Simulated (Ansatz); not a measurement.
Geometry relaxation of InH2Cl2O2 (part 2 of 2)

Continued. System: InH2Cl2O2, multiplicity 2. Method: UKS PBE0/def2-SVP (Ansatz 0.2.0). The run did not end well. The input holds or restrains some coordinates. It belongs to a series of runs on one base structure; here: pulled along the bonds that form and break, towards end A.

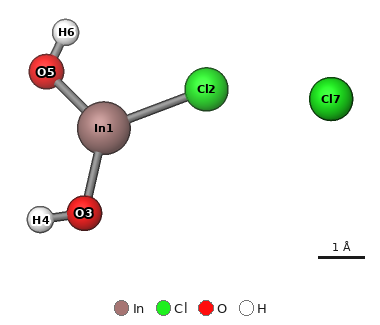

*The geometry at step 13 of the log (ball-and-stick view, seen at a tilt; atoms are numbered from 1 in the order of the input).*

Trajectory as extended XYZ (Å, eV, eV/Å), 25 frames, from step=1 to step=25
```
7
Properties=species:S:1:pos:R:3:forces:R:3 step=1 energy=-34321.29478
In    0.0000    0.0000    0.0000    0.0350  -0.0996   1.2619
Cl    0.0000    0.0000    2.6900   -0.0072   0.0008  -2.1991
O     1.7233    0.0000   -0.9950    0.6692  -1.7631  -0.2224
H     2.0232   -0.9519   -1.1499   -0.5097   1.8407   0.3197
O    -1.7233    0.0000   -0.9950   -1.0257  -1.6926   0.4278
H    -2.2330   -0.8467   -0.7865    0.8384   1.7140  -0.3295
Cl    0.0000    0.0000    5.0300    0.0000  -0.0002   0.7416
7
Properties=species:S:1:pos:R:3:forces:R:3 step=2 energy=-34321.81209
In    0.0004   -0.0017    0.0204    0.0267  -0.1559   0.6651
Cl   -0.0001    0.0000    2.4950   -0.0061   0.0128  -1.2667
O     1.7253   -0.0089   -0.9939    0.1810  -1.0142   0.0491
H     2.0208   -0.9418   -1.1479   -0.3109   1.1145   0.2002
O    -1.7265   -0.0091   -0.9909   -0.3508  -0.9950   0.3968
H    -2.2297   -0.8371   -0.7875    0.4599   1.0363  -0.1542
Cl    0.0000    0.0000    5.1984    0.0001   0.0015   0.1097
7
Properties=species:S:1:pos:R:3:forces:R:3 step=3 energy=-34321.92474
In    0.0008   -0.0084   -0.0251   -0.0003  -0.1336   0.2292
Cl   -0.0003    0.0006    2.3407   -0.0054   0.0220  -0.1230
O     1.7304   -0.0160   -0.9953    0.1744  -0.2047  -0.0327
H     2.0185   -0.9309   -1.1458   -0.0047   0.2805   0.0192
O    -1.7315   -0.0180   -0.9921   -0.1621  -0.2572  -0.0235
H    -2.2277   -0.8261   -0.7860   -0.0020   0.2923   0.0182
Cl    0.0000    0.0001    5.3972    0.0002   0.0006  -0.0874
7
Properties=species:S:1:pos:R:3:forces:R:3 step=4 energy=-34321.89956
In    0.0090   -0.0684   -0.1072    0.0502  -0.0313   0.6597
Cl   -0.0099   -0.0104    2.3072   -0.0185  -0.0298  -0.6649
O     1.7693   -0.0042   -1.0307   -0.0435  -0.0433   0.0411
H     2.1203   -0.8957   -1.1626    0.0105   0.0957   0.0111
O    -1.7219   -0.0790   -1.0847   -1.1232  -1.3535   0.7679
H    -2.3562   -0.7415   -0.6673    1.1241   1.3641  -0.7072
Cl   -0.0203    0.0005    5.5389    0.0004  -0.0019  -0.1076
7
Properties=species:S:1:pos:R:3:forces:R:3 step=5 energy=-34321.99012
In    0.0315   -0.1633   -0.1261   -0.1389   0.1184   0.6943
Cl   -0.0844   -0.1139    2.2852    0.0187  -0.0521  -0.6390
O     1.7980    0.0262   -1.0009    0.0315  -0.0620   0.0054
H     2.1668   -0.8374   -1.2275    0.0428   0.0455  -0.0219
O    -1.6984   -0.1818   -1.1026   -0.1126  -0.2717   0.2269
H    -2.3914   -0.5823   -0.5514    0.1555   0.2263  -0.1568
Cl   -0.0320    0.0539    5.5169    0.0030  -0.0045  -0.1089
7
Properties=species:S:1:pos:R:3:forces:R:3 step=6 energy=-34321.97725 accepted=F
In    0.0237   -0.0425   -0.1384    0.0120  -0.5166   0.7002
Cl   -0.1062   -0.2232    2.2692    0.0034   0.1590  -0.6278
O     1.8208    0.0376   -0.9708    0.0130   0.2330   0.0050
H     2.1532   -0.8334   -1.2193   -0.0651  -0.0377   0.0088
O    -1.6666   -0.3780   -1.1212   -0.0627   0.1477   0.0942
H    -2.4209   -0.4358   -0.5173    0.0977   0.0136  -0.0604
Cl   -0.0139    0.0766    5.4914    0.0018   0.0010  -0.1201
7
Properties=species:S:1:pos:R:3:forces:R:3 step=7 energy=-34322.01230
In    0.0370   -0.1729   -0.1166   -0.0850   0.0357   0.7355
Cl   -0.1531   -0.1860    2.2906    0.0413  -0.0067  -0.6365
O     1.8256    0.0350   -0.9415    0.0721  -0.1705  -0.0195
H     2.1503   -0.8096   -1.2874   -0.0305   0.1669   0.0156
O    -1.6695   -0.2485   -1.1214   -0.0914  -0.1217   0.0969
H    -2.4006   -0.5102   -0.5425    0.0899   0.1007  -0.0788
Cl    0.0006    0.0936    5.5124    0.0037  -0.0045  -0.1133
7
Properties=species:S:1:pos:R:3:forces:R:3 step=8 energy=-34322.03210
In    0.0382   -0.1867   -0.0995   -0.0797  -0.0019   0.7691
Cl   -0.2527   -0.1859    2.2984    0.0774   0.0196  -0.6425
O     1.8585    0.0179   -0.8525    0.0878  -0.2581  -0.0694
H     2.1224   -0.7685   -1.3568   -0.0813   0.2559   0.0782
O    -1.6383   -0.3331   -1.1440   -0.0968  -0.0335   0.0537
H    -2.4021   -0.4441   -0.5598    0.0897   0.0232  -0.0685
Cl    0.0642    0.1018    5.5077    0.0029  -0.0052  -0.1206
7
Properties=species:S:1:pos:R:3:forces:R:3 step=9 energy=-34322.05869
In    0.0288   -0.2031   -0.0725   -0.1099   0.0314   0.7645
Cl   -0.3844   -0.1145    2.3058    0.1284   0.0037  -0.6429
O     1.8876   -0.0352   -0.7360    0.0669  -0.3458  -0.1795
H     2.0881   -0.7127   -1.4056   -0.1080   0.3333   0.2049
O    -1.6090   -0.3823   -1.1763   -0.1151  -0.0192   0.0937
H    -2.3956   -0.4309   -0.6121    0.1400   0.0028  -0.1084
Cl    0.1747    0.0801    5.4903   -0.0023  -0.0062  -0.1323
7
Properties=species:S:1:pos:R:3:forces:R:3 step=10 energy=-34321.93969 accepted=F
In    0.0230   -0.2313   -0.0313   -0.1465   0.0721   0.8345
Cl   -0.5143   -0.0383    2.3218    0.1890  -0.0322  -0.6852
O     1.9315   -0.1422   -0.5762    0.1158  -1.5102  -2.8905
H     2.0182   -0.5997   -1.5164   -0.2284   1.4788   2.8766
O    -1.5631   -0.4554   -1.2085   -0.4794   0.0624   0.4033
H    -2.3814   -0.4001   -0.6723    0.5622  -0.0643  -0.3913
Cl    0.2763    0.0684    5.4765   -0.0127  -0.0066  -0.1473
7
Properties=species:S:1:pos:R:3:forces:R:3 step=11 energy=-34322.07913
In    0.0192   -0.2059   -0.0506   -0.1288   0.0571   0.7708
Cl   -0.4536   -0.0444    2.3119    0.1546  -0.0190  -0.6391
O     1.8942   -0.0770   -0.6724    0.0429  -0.2602  -0.1398
H     2.0612   -0.6787   -1.4165   -0.0754   0.2480   0.1647
O    -1.5872   -0.4039   -1.1967   -0.0626  -0.0206   0.0506
H    -2.3880   -0.4414   -0.6546    0.0768   0.0003  -0.0674
Cl    0.2444    0.0528    5.4724   -0.0075  -0.0056  -0.1398
7
Properties=species:S:1:pos:R:3:forces:R:3 step=12 energy=-34322.09766
In    0.0134   -0.2081   -0.0282   -0.2130   0.0766   0.7566
Cl   -0.5149    0.0345    2.3152    0.1868  -0.0470  -0.6314
O     1.9000   -0.1203   -0.6169    0.0342  -0.2111  -0.1380
H     2.0400   -0.6426   -1.4230   -0.0568   0.2001   0.1616
O    -1.5673   -0.4345   -1.2078   -0.0257  -0.0144   0.0425
H    -2.3864   -0.4468   -0.6931    0.0883  -0.0004  -0.0427
Cl    0.3054    0.0192    5.4473   -0.0139  -0.0038  -0.1486
7
Properties=species:S:1:pos:R:3:forces:R:3 step=13 energy=-34322.12064
In   -0.0028   -0.2376    0.0101   -0.1778   0.2087   0.7539
Cl   -0.5912    0.1636    2.3168    0.2217  -0.1321  -0.6158
O     1.8976   -0.1906   -0.5379    0.0161  -0.1960  -0.2178
H     2.0109   -0.5760   -1.4227   -0.0429   0.1625   0.2521
O    -1.5378   -0.4653   -1.2254   -0.0576  -0.0457   0.0353
H    -2.3754   -0.4601   -0.7420    0.0662   0.0023  -0.0460
Cl    0.3889   -0.0326    5.3947   -0.0256   0.0003  -0.1616
7
Properties=species:S:1:pos:R:3:forces:R:3 step=14 energy=-34322.14340
In   -0.0333   -0.2147    0.0443   -0.2134   0.1747   0.7311
Cl   -0.7026    0.3064    2.3042    0.2696  -0.1725  -0.5857
O     1.8857   -0.2576   -0.4312   -0.0088  -0.0391  -0.0464
H     2.0019   -0.5253   -1.3538   -0.0109   0.0348   0.0775
O    -1.5136   -0.5348   -1.2380   -0.0073  -0.0043   0.0220
H    -2.3723   -0.4631   -0.8011    0.0179  -0.0055  -0.0204
Cl    0.5244   -0.1095    5.2692   -0.0471   0.0118  -0.1780
7
Properties=species:S:1:pos:R:3:forces:R:3 step=15 energy=-34322.14706
In   -0.0628   -0.2097    0.0747   -0.2674   0.2429   0.7259
Cl   -0.8006    0.4348    2.2868    0.3300  -0.2527  -0.6060
O     1.8705   -0.2821   -0.3388   -0.0262  -0.0256  -0.0769
H     2.0056   -0.5091   -1.2702   -0.0051   0.0170   0.1084
O    -1.4984   -0.5704   -1.2503   -0.0409   0.0028   0.0833
H    -2.3734   -0.4806   -0.8477    0.0794  -0.0094  -0.0462
Cl    0.6493   -0.1816    5.1391   -0.0697   0.0249  -0.1885
7
Properties=species:S:1:pos:R:3:forces:R:3 step=16 energy=-34322.16719
In   -0.0973   -0.1947    0.1083   -0.1706   0.2119   0.6443
Cl   -0.8931    0.4653    2.2882    0.3478  -0.2420  -0.5293
O     1.8471   -0.2791   -0.2549   -0.0448   0.0015   0.0225
H     2.0185   -0.5279   -1.1732   -0.0374   0.0051   0.0443
O    -1.4827   -0.5762   -1.2605   -0.0210  -0.0032   0.0321
H    -2.3720   -0.4805   -0.8957    0.0177  -0.0050  -0.0183
Cl    0.7699   -0.2056    4.9813   -0.0918   0.0317  -0.1957
7
Properties=species:S:1:pos:R:3:forces:R:3 step=17 energy=-34322.16954
In   -0.1204   -0.1628    0.1200   -0.2913   0.1944   0.6977
Cl   -0.9730    0.5432    2.2690    0.3943  -0.2650  -0.5529
O     1.8337   -0.2632   -0.1683   -0.0200  -0.0136  -0.0708
H     2.0282   -0.5515   -1.0715   -0.0151   0.0258   0.0897
O    -1.4774   -0.6062   -1.2609   -0.0157   0.0227   0.0506
H    -2.3760   -0.4932   -0.9229    0.0606  -0.0078  -0.0167
Cl    0.8751   -0.2650    4.8282   -0.1129   0.0435  -0.1976
7
Properties=species:S:1:pos:R:3:forces:R:3 step=18 energy=-34322.18804
In   -0.1298   -0.1608    0.1474   -0.2872   0.2427   0.6685
Cl   -1.0366    0.6170    2.2455    0.4197  -0.2912  -0.4778
O     1.8277   -0.2512   -0.1027    0.0027  -0.0007  -0.0083
H     2.0447   -0.5561   -0.9938   -0.0076   0.0028   0.0260
O    -1.4710   -0.6252   -1.2389    0.0026  -0.0033   0.0119
H    -2.3693   -0.5037   -0.9059    0.0051  -0.0066  -0.0139
Cl    0.9244   -0.3186    4.6419   -0.1354   0.0563  -0.2064
7
Properties=species:S:1:pos:R:3:forces:R:3 step=19 energy=-34322.19224
In   -0.1456   -0.1453    0.1744   -0.3301   0.2884   0.6880
Cl   -1.0937    0.7122    2.2285    0.4625  -0.3467  -0.5014
O     1.8161   -0.2315   -0.0350    0.0157  -0.0090  -0.0267
H     2.0503   -0.5683   -0.9103   -0.0055   0.0072   0.0346
O    -1.4593   -0.6556   -1.2230    0.0029  -0.0016   0.0293
H    -2.3639   -0.5240   -0.9108    0.0112  -0.0092  -0.0169
Cl    0.9864   -0.3863    4.4698   -0.1567   0.0709  -0.2069
7
Properties=species:S:1:pos:R:3:forces:R:3 step=20 energy=-34322.20069
In   -0.1526   -0.1219    0.1897   -0.3412   0.2690   0.6870
Cl   -1.1294    0.7727    2.2149    0.4808  -0.3564  -0.4919
O     1.8112   -0.2074    0.0070    0.0338  -0.0213  -0.0666
H     2.0587   -0.5849   -0.8487   -0.0195   0.0289   0.0648
O    -1.4533   -0.6830   -1.2009    0.0139   0.0106   0.0284
H    -2.3601   -0.5373   -0.9018    0.0049  -0.0128  -0.0148
Cl    1.0158   -0.4369    4.3334   -0.1727   0.0820  -0.2069
7
Properties=species:S:1:pos:R:3:forces:R:3 step=21 energy=-34322.22101
In   -0.1495   -0.1077    0.2355   -0.3290   0.2954   0.6357
Cl   -1.1649    0.8780    2.1949    0.4958  -0.3885  -0.4294
O     1.8139   -0.1913    0.0471    0.0200   0.0009  -0.0268
H     2.0524   -0.5807   -0.8050   -0.0002   0.0077   0.0267
O    -1.4304   -0.7177   -1.1525   -0.0036  -0.0053   0.0182
H    -2.3431   -0.5669   -0.8747    0.0143  -0.0114  -0.0080
Cl    1.0117   -0.5123    4.1482   -0.1973   0.1012  -0.2164
7
Properties=species:S:1:pos:R:3:forces:R:3 step=22 energy=-34322.23572
In   -0.1448   -0.0732    0.2676   -0.3236   0.2862   0.6167
Cl   -1.1791    0.9967    2.1766    0.5175  -0.4342  -0.4368
O     1.8193   -0.1389    0.0614    0.0261  -0.0622  -0.1371
H     2.0510   -0.5961   -0.7613   -0.0337   0.0835   0.1374
O    -1.4113   -0.7737   -1.0942    0.0096   0.0206   0.0500
H    -2.3279   -0.6030   -0.8414    0.0235  -0.0195  -0.0005
Cl    0.9830   -0.6103    3.9847   -0.2193   0.1256  -0.2298
7
Properties=species:S:1:pos:R:3:forces:R:3 step=23 energy=-34322.26566
In   -0.1259   -0.0749    0.3224   -0.2970   0.3506   0.5228
Cl   -1.1754    1.1243    2.1438    0.5174  -0.4950  -0.3577
O     1.8342   -0.0989    0.0601    0.0020  -0.0903  -0.1320
H     2.0470   -0.5834   -0.7525   -0.0263   0.0955   0.1480
O    -1.3885   -0.8160   -1.0244   -0.0070   0.0006   0.0874
H    -2.3087   -0.6445   -0.7837    0.0624  -0.0216   0.0067
Cl    0.9076   -0.7052    3.8279   -0.2515   0.1602  -0.2753
7
Properties=species:S:1:pos:R:3:forces:R:3 step=24 energy=-34322.30979
In   -0.1000   -0.0555    0.3663   -0.2421   0.2963   0.4888
Cl   -1.1837    1.2195    2.1161    0.5316  -0.5074  -0.2843
O     1.8553   -0.0694    0.0520   -0.0483  -0.0553  -0.0769
H     2.0455   -0.5812   -0.7485   -0.0137   0.0814   0.1060
O    -1.3658   -0.8603   -0.9420   -0.0099   0.0026   0.0852
H    -2.2866   -0.6697   -0.7184    0.0765  -0.0252   0.0202
Cl    0.8255   -0.7820    3.6681   -0.2940   0.2076  -0.3389
7
Properties=species:S:1:pos:R:3:forces:R:3 step=25 energy=-34322.35999
In   -0.0766   -0.0446    0.4127   -0.2323   0.2531   0.5323
Cl   -1.1956    1.3153    2.0862    0.5633  -0.5511  -0.2430
O     1.8703   -0.0502    0.0534   -0.0202  -0.0026  -0.0314
H     2.0428   -0.5702   -0.7444   -0.0040   0.0563   0.0560
O    -1.3422   -0.9072   -0.8583   -0.0198   0.0026   0.0757
H    -2.2616   -0.6869   -0.6583    0.0641  -0.0332   0.0279
Cl    0.7531   -0.8547    3.5023   -0.3511   0.2749  -0.4176
```

The run was set up as follows.

Input
```yaml
crystal:
  periodic: [false, false, false]
  atoms:
    - { symbol: In, position_ang: [0.0, 0.0, 0.0] }
    - { symbol: Cl, position_ang: [0.0, 0.0, 2.69] }
    - { symbol: O, position_ang: [1.7233, 0.0, -0.995] }
    - { symbol: H, position_ang: [2.0232, -0.9519, -1.1499] }
    - { symbol: O, position_ang: [-1.7233, 0.0, -0.995] }
    - { symbol: H, position_ang: [-2.233, -0.8467, -0.7865] }
    - { symbol: Cl, position_ang: [0.0, 0.0, 5.03] }
magnetization:
  spin_polarized: true
  initial_magnetization: 1
basis:
  gaussian: { orbitals: def2-SVP }
hamiltonian:
  xc: pbe0
relax:
  f_tol: 0.15
  max_steps: 25
  restrain:
    - { distance: [1, 6], at: 3.24, k: 30.0 }
    - { distance: [0, 1], at: 2.44, k: 30.0 }
```

Launched with:
```bash
ansatz run input.yaml --threads 4 --pin off --max-ram 5120MiB --backend cpu --events-out ev --progress --plain --runs-dir out
```

What the run reported

```csv
quantity,value
outcome,not converged
hardware,"4 threads of AMD EPYC (Zen 3), 32 GiB of memory available, shared host"
wall time,3.5 min (CPU time 13 min)
peak memory,0.38 GiB
```

Diagnosis

The run did not converge: “geometry relaxation did not converge after 25 steps: max|allowed force component| = 5.63e-1 eV/Å without the restraints, 4.56e-1 eV/Å with the forces of `relax.restrain` added, the figure compared with `relax.f_tol` (threshold 1.5e-1). Raise `relax.max_steps` over both its present limit and 25, loosen `relax.f_tol`, or start from a geometry closer to equilibrium …” Its last values are not results.
